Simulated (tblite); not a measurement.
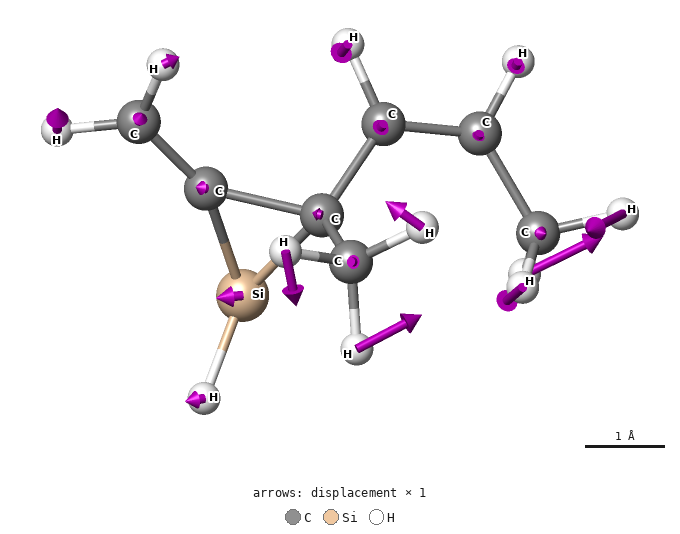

This is a relaxation of C7H11Si (multiplicity 2). The starting structure is drawn; purple arrows show the displacements, at their true length. The two geometries are superimposed by the best rigid fit.

A ball-and-stick model, seen at a tilt.

Computed with GFN2-xTB geometry optimisation, gas phase in tblite 0.8.0. 

Question: Atoms of which element are displaced furthest, and by how much?

Answer: Hydrogen: up to 1.16 Å, against 0.35 Å for silicon.

Question: Describe the change and its energy.

Answer: An H atom moves most after the best rigid fit: 1.16 Å. Largest moves by element: H 1.16 Å, Si 0.35 Å, C 0.24 Å. Near-neighbour distances that change, for instance: C–Si 1.844 → 1.948 Å, C–H 1.127 → 1.087 Å, C–C 1.342 → 1.316 Å, C–C 1.495 → 1.470 Å. Bond angles that change, for instance: C–C–H 114.6° → 122.2°, C–C–H 105.5° → 112.7°, H–C–H 122.7° → 116.0°. Groups turn about C–C by about 65°, C–C by about 50°. After 164 geometry steps the energy has fallen by 0.476 eV.
